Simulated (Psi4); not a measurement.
# SiO2: geometry relaxation (part 1 of 3)

System: SiO2, SMILES O=[Si]=O.
Method: MP2/def2-SVP, RHF (Psi4 1.11).

The geometry comes from this level: GFN2-xTB.

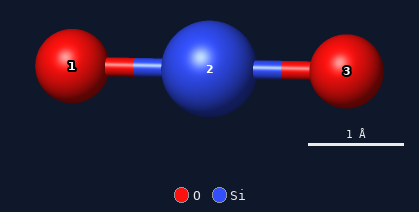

The input geometry (ball-and-stick view, seen at a tilt; atoms are numbered from 1 in the order of the input). Bond lengths as drawn: O–Si 1.49 Å.

Input file (job.py)
```python
import psi4

psi4.set_memory('1600 MB')
psi4.set_num_threads(1)
psi4.set_output_file('output.dat', False)

geom = psi4.geometry("""
0 1
O      1.30623539     2.30034471     0.97082790
Si    -0.00137950     0.00083148    -0.00030236
O     -1.30487479    -2.30119509    -0.97052554
units au
""")

psi4.set_options({
    'geom_maxiter': 60,
    'num_frozen_docc': 7,
})

energy_value = psi4.optimize("mp2/def2-SVP", molecule=geom)
print(f'total energy {energy_value:.8f} hartree = {energy_value * 27.211386:.5f} eV')
geom.save_xyz_file('final.xyz', False)
```

Hardware: 1 thread of INTEL XEON PLATINUM @ 2.10GHz (Emerald Rapids), 24 GiB of memory available, shared host.

Run as:
```bash
python job.py
```

What the program printed
```
Psi4 1.11 release

gradient() will perform analytic gradient computation.
    SCF Algorithm Type (re)set to DF.

   => Loading Basis Set <=

    Name: DEF2-SVP
    Role: ORBITAL
    Keyword: BASIS

         ---------------------------------------------------------
                                   SCF
                              RHF Reference
                        1 Threads,   1525 MiB Core
         ---------------------------------------------------------

  ==> Geometry <==

    Molecular point group: cs
    Full point group: Cs

    Geometry (in Bohr), charge = 0, multiplicity = 1:

       Center              X                  Y                   Z               Mass
    ------------   -----------------  -----------------  -----------------  -----------------
         O            1.555939613453     2.349362665074     0.000000000000    15.994914619570
         SI          -0.001116476312     0.000684715522     0.000000000000    27.976926534650
         O           -1.553986769284    -2.350560310470     0.000000000000    15.994914619570

  Running in cs symmetry.

  Rotational constants: A = 669971.68517  B =      0.23700  C =      0.23700 [cm^-1]
  Rotational constants: A = 20085245828.74863  B =   7105.09609  C =   7105.09357 [MHz]
  Nuclear repulsion =   90.849657300185001

  Charge       = 0
  Multiplicity = 1
  Electrons    = 30
  Nalpha       = 15
  Nbeta        = 15

  ==> Algorithm <==

  SCF Algorithm Type is DF.
  DIIS enabled.
  MOM disabled.
  Fractional occupation disabled.
  Guess Type is SAD.
  Energy threshold   = 1.00e-10
  Density threshold  = 1.00e-10
  Integral threshold = 1.00e-12

  ==> Primary Basis <==

  Basis Set: DEF2-SVP
    Blend: DEF2-SVP
    Number of shells: 20
    Number of basis functions: 46
    Number of Cartesian functions: 49
    Spherical Harmonics?: true
    Max angular momentum: 2

   => Loading Basis Set <=

    Name: (DEF2-SVP AUX)
    Role: JKFIT
    Keyword: DF_BASIS_SCF

  ==> Integral Setup <==

  DFHelper Memory: AOs need 0.005 GiB; user supplied 1.118 GiB.
  SCF_SUBTYPE=INCORE selected. In-core MEM_DF algorithm will be used.
  Using in-core AOs.

  ==> MemDFJK: Density-Fitted J/K Matrices <==

    J tasked:                   Yes
    K tasked:                   Yes
    wK tasked:                   No
    Memory [MiB]:              1144
    Algorithm:                 Core
    Schwarz Cutoff:           1E-12
    Mask sparsity (%):       1.4178
    Fitting Condition:        1E-10

   => Auxiliary Basis Set <=

  Basis Set: (DEF2-SVP AUX)
    Blend: DEF2-UNIVERSAL-JKFIT
    Number of shells: 88
    Number of basis functions: 282
    Number of Cartesian functions: 341
    Spherical Harmonics?: true
    Max angular momentum: 4

  Minimum eigenvalue in the overlap matrix is 1.9203968924E-02.
  Reciprocal condition number of the overlap matrix is 5.8003248581E-03.
    Using symmetric orthogonalization.

  ==> Pre-Iterations <==

  SCF Guess: Superposition of Atomic Densities via on-the-fly atomic UHF (no occupation information).

   -------------------------
    Irrep   Nso     Nmo
   -------------------------
     A'        33      33
     A"        13      13
   -------------------------
    Total      46      46
   -------------------------

  ==> Iterations <==

                           Total Energy        Delta E     RMS |[F,P]|

   @DF-RHF iter SAD:  -437.33725898962473   -4.37337e+02   0.00000e+00
   @DF-RHF iter   1:  -438.19198742177241   -8.54728e-01   2.04444e-02 ADIIS/DIIS
   @DF-RHF iter   2:  -438.25044320566064   -5.84558e-02   1.84240e-02 ADIIS/DIIS
   @DF-RHF iter   3:  -438.41562357491784   -1.65180e-01   5.99090e-04 ADIIS/DIIS
   @DF-RHF iter   4:  -438.41591327667317   -2.89702e-04   8.36959e-05 DIIS
   @DF-RHF iter   5:  -438.41592364218621   -1.03655e-05   2.35657e-05 DIIS
   @DF-RHF iter   6:  -438.41592502595358   -1.38377e-06   7.51853e-06 DIIS
   @DF-RHF iter   7:  -438.41592516871447   -1.42761e-07   2.49818e-06 DIIS
   @DF-RHF iter   8:  -438.41592517720045   -8.48598e-09   1.33048e-06 DIIS
   @DF-RHF iter   9:  -438.41592517832612   -1.12567e-09   1.91105e-07 DIIS
   @DF-RHF iter  10:  -438.41592517836375   -3.76303e-11   2.12693e-08 DIIS
   @DF-RHF iter  11:  -438.41592517836432   -5.68434e-13   3.13286e-09 DIIS
   @DF-RHF iter  12:  -438.41592517836426    5.68434e-14   4.24414e-10 DIIS
   @DF-RHF iter  13:  -438.41592517836460   -3.41061e-13   1.34145e-10 DIIS
   @DF-RHF iter  14:  -438.41592517836415    4.54747e-13   6.03981e-11 DIIS
  Energy and wave function converged.

  ==> Post-Iterations <==

    Orbital Energies [Eh]
    ---------------------

    Doubly Occupied:

       1Ap   -68.846482     2Ap   -20.566694     3Ap   -20.566606
       4Ap    -6.223337     1App   -4.332878     5Ap    -4.332878
       6Ap    -4.332195     7Ap    -1.307061     8Ap    -1.277419
       9Ap    -0.641013    10Ap    -0.563617    11Ap    -0.548390
       2App   -0.548390     3App   -0.503651    12Ap    -0.503651

    Virtual:

      13Ap     0.015303     4App    0.115640    14Ap     0.115641
      15Ap     0.309918    16Ap     0.353033     5App    0.529360
      17Ap     0.529361     6App    0.589975    18Ap     0.589975
      19Ap     0.811966     7App    0.811968    20Ap     1.012596
      21Ap     1.047744    22Ap     1.237912     8App    1.238987
      23Ap     1.239012    24Ap     1.312867     9App    1.363267
      25Ap     1.363269    26Ap     1.673915    27Ap     1.739107
      10App    2.975863    28Ap     2.975863    11App    3.009205
      29Ap     3.009205    12App    3.019076    30Ap     3.019077
      31Ap     3.348184    13App    3.348185    32Ap     3.652555
      33Ap     3.770839

    Final Occupation by Irrep:
             Ap   App
    DOCC [    12,    3 ]
    NA   [    12,    3 ]
    NB   [    12,    3 ]

  @DF-RHF Final Energy:  -438.41592517836415

   => Energetics <=

    Nuclear Repulsion Energy =             90.8496573001850010
    One-Electron Energy =                -788.3426412940156069
    Two-Electron Energy =                 259.0770588154665006
    Total Energy =                       -438.4159251783641480

Computation Completed

Properties will be evaluated at   0.000000,   0.000000,   0.000000 [a0]

Properties computed using the SCF density matrix

 Multipole Moments:

 ------------------------------------------------------------------------------------
     Multipole            Electronic (a.u.)      Nuclear  (a.u.)        Total (a.u.)
 ------------------------------------------------------------------------------------

 L = 1.  Multiply by 2.5417464519 to convert [e a0] to [Debye]
 Dipole X            :         -0.0031701           -0.0000079           -0.0031780
 Dipole Y            :          0.0019365            0.0000049            0.0019413
 Dipole Z            :          0.0000000            0.0000000            0.0000000
 Magnitude           :                                                    0.0037240

 ------------------------------------------------------------------------------------

	total time  =          1 seconds =       0.02 minutes

  //>>>>>>>>>>>>>>>>>>>>>>>>>>>>>>>>>>>//
  //               DFMP2               //
  //<<<<<<<<<<<<<<<<<<<<<<<<<<<<<<<<<<<//

   => Loading Basis Set <=

    Name: (DEF2-SVP AUX)
    Role: RIFIT
    Keyword: DF_BASIS_MP2

	 --------------------------------------------------------
	                          DF-MP2
	      2nd-Order Density-Fitted Moller-Plesset Theory
	              RMP2 Wavefunction,   1 Threads

	 --------------------------------------------------------

   => Auxiliary Basis Set <=

  Basis Set: (DEF2-SVP AUX)
    Blend: DEF2-SVP-RI
    Number of shells: 52
    Number of basis functions: 158
    Number of Cartesian functions: 183
    Spherical Harmonics?: true
    Max angular momentum: 3

	 --------------------------------------------------------
	                 NBF =    46, NAUX =   158
	 --------------------------------------------------------
	   CLASS    FOCC     OCC    AOCC    AVIR     VIR    FVIR
	   PAIRS       7      15       8      31      31       0
	 --------------------------------------------------------

  DFHelper Memory: AOs need 0.005 GiB; user supplied 1.118 GiB.
  SCF_SUBTYPE=INCORE selected. In-core MEM_DF algorithm will be used.
  Using in-core AOs.

         ------------------------------------------------------------
                                     CPHF
         ------------------------------------------------------------

  ==> Geometry <==

    Molecular point group: cs
    Full point group: Cs

    Geometry (in Bohr), charge = 0, multiplicity = 1:

       Center              X                  Y                   Z               Mass
    ------------   -----------------  -----------------  -----------------  -----------------
         O            1.555939613453     2.349362665074     0.000000000000    15.994914619570
         SI          -0.001116476312     0.000684715522     0.000000000000    27.976926534650
         O           -1.553986769284    -2.350560310470     0.000000000000    15.994914619570

  Nuclear repulsion =   90.849657300184987
  Reference energy  = -438.415925178364148

  ==> Basis Set <==

  Basis Set: DEF2-SVP
    Blend: DEF2-SVP
    Number of shells: 20
    Number of basis functions: 46
    Number of Cartesian functions: 49
    Spherical Harmonics?: true
    Max angular momentum: 2

   Number of roots    =         1
   Preconditioning    =    JACOBI
   Convergence cutoff =     1E-06
   Maximum iterations =       100

   => Auxiliary Basis Set <=

  Basis Set: (DEF2-SVP AUX)
    Blend: DEF2-UNIVERSAL-JKFIT
    Number of shells: 88
    Number of basis functions: 282
    Number of Cartesian functions: 341
    Spherical Harmonics?: true
    Max angular momentum: 4

  ==> CPHF Iterations <==

  => Iterations <=

             Iter  Converged  Remaining    Residual
  CGR           1          0          1   1.341E-01
  CGR           2          0          1   2.089E-02
  CGR           3          0          1   4.466E-03
  CGR           4          0          1   6.536E-04
  CGR           5          0          1   2.151E-04
  CGR           6          0          1   4.455E-05
  CGR           7          0          1   1.549E-05
  CGR           8          0          1   2.353E-06
  CGR           9          1          0   3.399E-07

    CGRSolver converged.

  ==> DFCorrGrad: Density-Fitted Correlated Gradients <==

    Integrals threads:           1
    Memory [GiB]:            1.118
    Schwarz Cutoff:          0E+00
    Fitting Condition:       1E-10

   => Auxiliary Basis Set <=

  Basis Set: (DEF2-SVP AUX)
    Blend: DEF2-UNIVERSAL-JKFIT
    Number of shells: 88
    Number of basis functions: 282
    Number of Cartesian functions: 341
    Spherical Harmonics?: true
    Max angular momentum: 4

	-----------------------------------------------------------
	 ==================> DF-MP2 Energies <====================
	-----------------------------------------------------------
	 Reference Energy          =    -438.4159251783641480 [Eh]
	 Singles Energy            =      -0.0000000000000000 [Eh]
	 Same-Spin Energy          =      -0.1288476623767647 [Eh]
	 Opposite-Spin Energy      =      -0.3358614490045330 [Eh]
	 Correlation Energy        =      -0.4647091113812977 [Eh]
	 Total Energy              =    -438.8806342897454442 [Eh]
	-----------------------------------------------------------
	 ================> DF-SCS-MP2 Energies <==================
	-----------------------------------------------------------
	 SCS Same-Spin Scale       =       0.3333333333333333 [-]
	 SCS Opposite-Spin Scale   =       1.2000000000000000 [-]
	 SCS Same-Spin Energy      =      -0.0429492207922549 [Eh]
	 SCS Opposite-Spin Energy  =      -0.4030337388054395 [Eh]
	 SCS Correlation Energy    =      -0.4459829595976944 [Eh]
	 SCS Total Energy          =    -438.8619081379618478 [Eh]
	-----------------------------------------------------------

  -Total Gradient:
     Atom            X                  Y                   Z
    ------   -----------------  -----------------  -----------------
       1       -0.027807752229    -0.042073515423     0.000000000000
       2       -0.000112989223    -0.000073685095     0.000000000000
       3        0.027920741453     0.042147200518     0.000000000000

	total time  =          0 seconds =       0.00 minutes

    			-----------------------------------------

    			 OPTKING 3.0: for geometry optimizations

    			        with contributions from

    			-----------------------------------------

	                            ===> Fragment 1 <==

	 Z (Atomic Numbers)          Masses                          Geom
	       8.000000            15.994915          1.55593961  2.34936267  0.00000000
	      14.000000            27.976927         -0.00111648  0.00068472  0.00000000
	       8.000000            15.994915         -1.55398677 -2.35056031  0.00000000

	 - Coordinate -           - BOHR/RAD -       - ANG/DEG -
	 R(1,2)           =         2.817927           1.491183
	 R(2,3)           =         2.817758           1.491093
	 L(1,2,3)         =         3.139851         179.900218
	 l(1,2,3)         =         3.141593         180.000000

	        --- Internal Coordinate Step in ANG or DEG, aJ/ANG or AJ/DEG ---
	-------------------------------------------------------------------------------
	           Coordinate      Previous         Force          Change          New
	           ----------      --------        ------          ------        ------
	               R(1,2)       1.49118        0.41550        0.03323       1.52441
	               R(2,3)       1.49109        0.41652        0.03330       1.52439
	             L(1,2,3)     179.90022        0.00002        0.04456     179.94478
	             l(1,2,3)     180.00000        0.00000        0.00000     180.00000
	-------------------------------------------------------------------------------

	                                 ==> Convergence Check <==

	Measures of convergence in internal coordinates in au.

	Criteria marked as inactive (o), active & met (*), and active & unmet ( ).

	----------------------------------------------------------------------------------------------~
	   Step    Total Energy     Delta E     Max Force     RMS Force      Max Disp      RMS Disp   ~
	----------------------------------------------------------------------------------------------~
	  Convergence Criteria     1.00e-06 *    3.00e-04 *             o    1.20e-03 *             o~
	----------------------------------------------------------------------------------------------~
	     1    -438.88063429   -4.39e+02      5.06e-02      3.57e-02 o    6.29e-02      4.45e-02 o  ~
	----------------------------------------------------------------------------------------------
```
